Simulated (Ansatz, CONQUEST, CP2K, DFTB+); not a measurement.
## Atom list for Liquid (Li,Na)Cl at 1200 K (62 atoms)

The starting structure: 62 atoms (13 Li, 18 Na, 31 Cl) placed at random at 1.54 g/cm³, melted at 1600 K for 10 ps at fixed volume with the Lennard-Jones and Coulomb ion parameters for SPC/E (Joung and Cheatham, J. Phys. Chem. B 112, 9020 (2008)), full charges. Snapshot at the end of a hold of 15 ps at 1200 K and zero pressure. Then every atom was moved at random, 0.03 Å r.m.s. a Cartesian component.

Calculated values (CP2K 2026.2, GFN1-xTB tight binding (the program's own implementation), diagonalisation; levels smeared at 580 K; periodic xTB differs between programs; its forces lie 45 % r.m.s. from those of plane-wave PBE on this cell; Γ point; density 1.35 g/cm³) for the built cell with every atom moved at random.

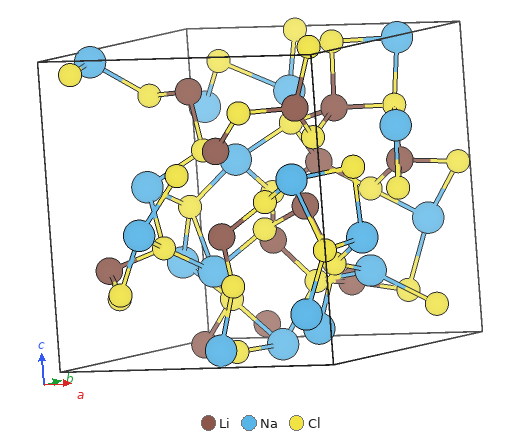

The structure (lithium brown, sodium blue, chlorine yellow). Bonds to atoms that aren't drawn are left out.

Cell vectors (Å):

```
12.548 0.000 0.000
0.000 12.548 0.000
0.000 0.000 12.548
```

Positions (Å):

```
1 Li 7.026 12.027 2.208
2 Li 2.942 12.139 0.587
3 Li 5.446 8.604 4.299
4 Li 6.186 3.014 5.004
5 Li 6.082 3.211 8.445
6 Li 8.727 8.520 9.582
7 Li 10.763 9.975 7.262
8 Li 8.393 6.146 5.867
9 Li 9.336 4.163 10.022
10 Li 3.913 5.251 10.696
11 Li 1.273 2.382 3.811
12 Li 6.631 10.723 7.212
13 Li 2.044 8.467 0.158
14 Na 5.156 11.373 10.047
15 Na 5.687 8.359 0.104
16 Na 6.177 2.292 0.479
17 Na 10.646 12.186 4.691
18 Na 12.249 7.146 8.931
19 Na 0.289 3.830 12.129
20 Na 2.167 4.427 6.961
21 Na 9.743 8.730 2.948
22 Na 10.291 2.157 1.861
23 Na 4.176 5.796 3.358
24 Na 10.156 1.968 7.336
25 Na 3.962 0.204 5.407
26 Na 11.543 4.975 4.647
27 Na 1.067 11.674 9.467
28 Na 10.619 10.737 12.146
29 Na 1.386 8.341 3.522
30 Na 8.567 6.243 0.893
31 Na 4.628 7.466 7.692
32 Cl 0.738 1.281 11.871
33 Cl 9.414 6.370 3.494
34 Cl 2.801 0.399 2.996
35 Cl 4.820 9.969 6.104
36 Cl 5.268 5.278 0.133
37 Cl 6.845 9.421 2.523
38 Cl 10.908 9.575 9.534
39 Cl 8.792 10.936 6.053
40 Cl 9.477 12.226 1.796
41 Cl 1.705 5.981 10.508
42 Cl 8.187 3.187 6.344
43 Cl 11.674 8.013 6.327
44 Cl 11.415 2.031 4.442
45 Cl 5.707 0.516 7.746
46 Cl 5.159 12.193 12.430
47 Cl 8.717 8.730 12.238
48 Cl 12.348 11.926 6.961
49 Cl 12.006 3.811 7.617
50 Cl 3.395 3.208 4.592
51 Cl 6.918 2.340 3.049
52 Cl 2.605 10.301 11.424
53 Cl 3.666 8.046 2.010
54 Cl 4.547 4.953 8.336
55 Cl 2.728 6.831 5.896
56 Cl 6.289 6.442 4.941
57 Cl 8.971 6.149 8.635
58 Cl 0.410 4.635 2.453
59 Cl 12.248 9.486 1.458
60 Cl 7.629 2.544 10.020
61 Cl 10.127 4.246 12.466
62 Cl 6.349 9.149 8.965
```

Q: Give the force and the charge of every atom.

Columns: atom, q, fx, fy, fz (forces in eV/Å, q the Mulliken charge in e).

```
1 0.50 0.216 -0.200 -0.102
2 0.48 -0.145 0.145 0.155
3 0.47 0.104 -0.078 -0.131
4 0.47 0.080 0.182 0.123
5 0.46 0.331 -0.233 -0.235
6 0.47 -0.037 -0.185 0.061
7 0.45 0.016 0.090 -0.218
8 0.50 -0.059 -0.314 -0.024
9 0.47 -0.208 0.128 -0.016
10 0.46 0.049 0.086 -0.108
11 0.48 0.061 0.080 -0.188
12 0.46 0.153 0.196 -0.108
13 0.48 -0.084 0.183 0.218
14 0.79 0.023 0.028 -0.157
15 0.79 0.161 0.146 0.177
16 0.79 0.004 0.078 -0.110
17 0.79 0.075 -0.118 0.013
18 0.79 -0.157 -0.091 -0.229
19 0.79 0.029 0.153 0.177
20 0.79 -0.048 0.073 -0.101
21 0.80 -0.128 0.430 -0.255
22 0.80 0.089 0.105 0.076
23 0.80 -0.044 -0.190 0.182
24 0.80 0.115 0.009 -0.230
25 0.79 0.111 0.014 -0.057
26 0.79 -0.117 -0.087 0.078
27 0.79 -0.303 0.042 0.144
28 0.79 -0.034 -0.116 0.262
29 0.79 -0.023 -0.114 0.136
30 0.80 0.076 -0.073 0.146
31 0.80 0.045 0.124 -0.314
32 -0.76 0.275 -0.239 -0.202
33 -0.70 0.099 -0.341 0.234
34 -0.63 -0.163 -0.166 -0.370
35 -0.61 -0.143 0.008 -0.328
36 -0.68 -0.014 -0.043 -0.347
37 -0.62 -0.064 0.393 0.190
38 -0.61 -0.014 0.034 0.065
39 -0.62 -0.095 -0.129 0.285
40 -0.68 -0.299 0.007 0.057
41 -0.65 0.179 0.044 0.224
42 -0.59 -0.648 0.408 0.030
43 -0.69 0.035 -0.050 -0.041
44 -0.68 0.236 0.155 -0.199
45 -0.66 -0.294 0.026 0.034
46 -0.65 0.408 0.350 0.461
47 -0.71 -0.160 -0.211 -0.206
48 -0.72 -0.211 -0.164 0.192
49 -0.76 0.221 0.220 -0.028
50 -0.63 0.205 0.120 0.354
51 -0.63 -0.065 -0.369 -0.375
52 -0.61 -0.165 -0.092 -0.085
53 -0.64 -0.342 0.048 -0.113
54 -0.58 0.153 -0.477 0.477
55 -0.76 -0.051 -0.015 -0.237
56 -0.58 -0.120 0.114 0.224
57 -0.56 -0.016 0.123 0.106
58 -0.74 0.249 -0.257 0.025
59 -0.72 0.352 -0.309 0.041
60 -0.60 0.043 0.341 0.129
61 -0.70 -0.178 -0.012 -0.364
62 -0.63 0.237 -0.009 0.399
```

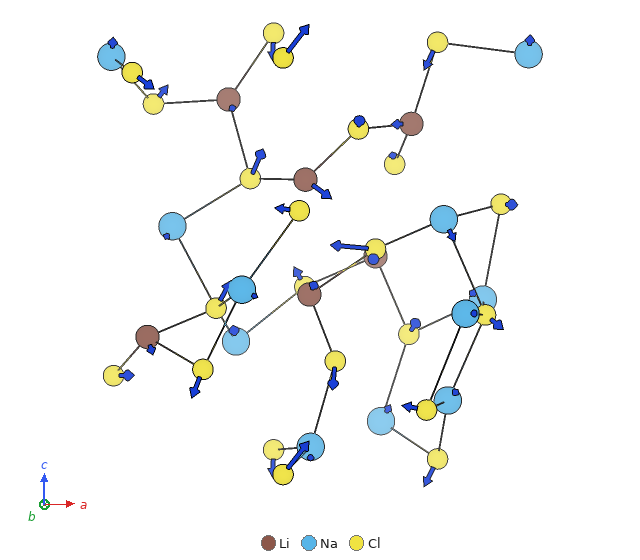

The forces as arrows, the longest 0.766 eV/Å. Drawn is a slice 7 Å thick, seen along the normal of the ac plane. Bonds to atoms that aren't drawn are left out.

The network of bonds at the start is that of the classical potential that made the cell, and needn't be the one that DFT or experiment would give. Only the Γ point is sampled, in a cell whose shortest periodic width is 13 Å.

The r.m.s. force component is 0.196 eV/Å; the longest force, 0.766 eV/Å, acts on Cl42.

[Logs are printed without paths, hosts, clocks, repeated set-up lines and the standing remarks that a program may print on its own settings, such as how far it seeks lower states.]

[Hosts, paths, dates, database ids (printed as entryN), source tags and the programs' standing remarks are cut or masked in the printed files.]
